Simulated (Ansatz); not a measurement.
Take ZrC in the rock salt structure (space group Fm-3m, No. 225; a = 4.669 Å; relaxed with 0.1 eV smearing) as the base. Axes: x, y, z lie along the cube axes.

Structures relaxed with PBEsol, PAW, 420 eV (Ansatz, an electronic-structure program; without spin-orbit coupling).

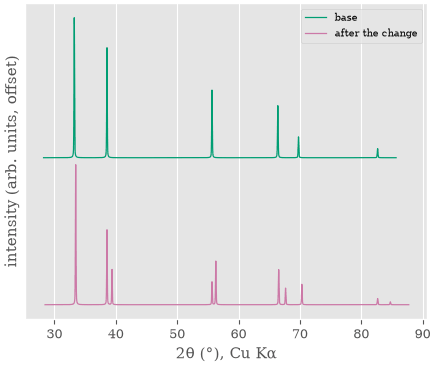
Figure: Simulated powder patterns before (top) and after one change

Task: What was done to the base?
A) uniaxial strain ε_zz = +1.50 %
B) uniaxial strain ε_zz = −2.00 %
C) uniaxial strain ε_zz = +1.00 %
D) uniaxial strain ε_zz = +3.00 %

Result: B, uniaxial strain ε_zz = −2.00 %. Its volume per atom is 12.47 Å³ against 12.72 Å³, and its space group is I4/mmm (No. 139).

No phonon test of stability was made. The final runs are not spin-polarised.
